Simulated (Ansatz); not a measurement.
**ZrC, response to strain**

The parent structure is ZrC in the rock salt structure (space group Fm-3m, No. 225; a = 4.669 Å; relaxed with 0.1 eV smearing). Axes: x, y, z lie along the cube axes.

Strains are applied to the cell and any free atomic positions relax; under biaxial strain the out-of-plane vector relaxes too.

Method: PBEsol (Ansatz, a program for electronic structure), scalar-relativistic without spin-orbit coupling.

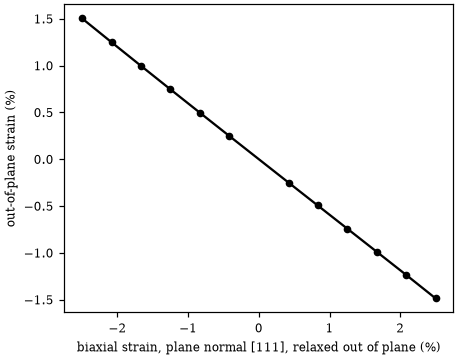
Fig. 1. Out-of-plane strain against biaxial strain, plane normal [111], relaxed out of plane

| biaxial strain, plane normal [111], relaxed out of plane (%) | out-of-plane strain |
|---|---|
| -2.5 | +1.50 % |
| -2.08 | +1.25 % |
| -1.67 | +1.00 % |
| -1.25 | +0.75 % |
| -0.83 | +0.49 % |
| -0.42 | +0.25 % |
| 0.42 | -0.25 % |
| 0.83 | -0.49 % |
| 1.25 | -0.74 % |
| 1.67 | -0.99 % |
| 2.08 | -1.23 % |
| 2.5 | -1.49 % |

Whether these cells are dynamically stable was not tested. The final runs are not spin-polarised.
